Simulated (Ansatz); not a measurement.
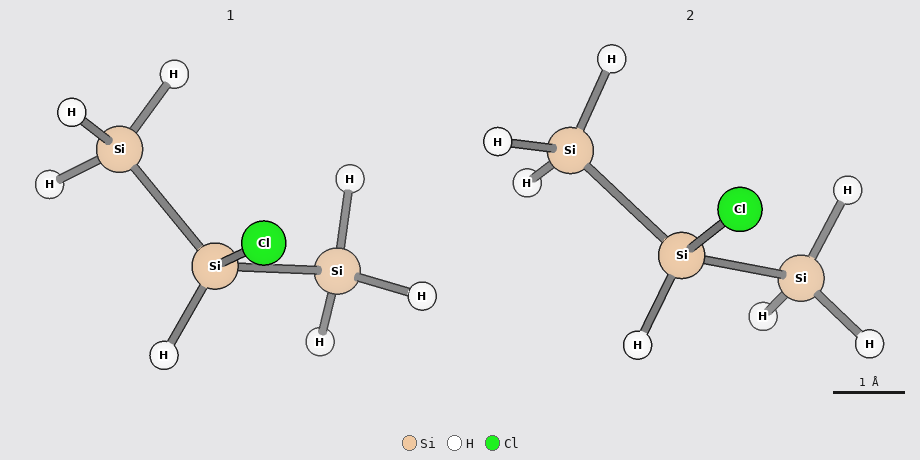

Two geometries of Si3H7Cl, drawn at one scale. One is the start of a relaxation, the other its converged end. A ball-and-stick model, seen from a free direction.

Level of theory: RKS r2SCAN-D4/STO-3G in Ansatz 0.2.0. (no spin polarisation; force threshold 0.02 eV/Å; at most 40 steps)

Question: Which of the two is the end point?

Answer: Structure 2 is the relaxed one. The run prepares the start of a later molecular dynamics calculation, from a guessed geometry. An H atom moves most after the best rigid fit: 0.75 Å. Largest moves by element: H 0.75 Å, Cl 0.54 Å, Si 0.18 Å. Some distances before and after: Si–Si 2.220 → 2.262 Å, H–Si 1.460 → 1.445 Å. Among the angles between lasting bonds that change: Si–Si–Si 109.5° → 115.6°, H–Si–Cl 109.5° → 104.1°. Groups turn about Si–Si by about 35°, Si–Si by about 30°. After 11 geometry steps the energy has fallen by 14.0 kJ/mol. The largest force component goes from 0.9 to 0.017 eV/Å. The forces were under the threshold at step 6, but the run went on from there.

Limits of the set-up: STO-3G is a minimal basis, so the numbers are rough.
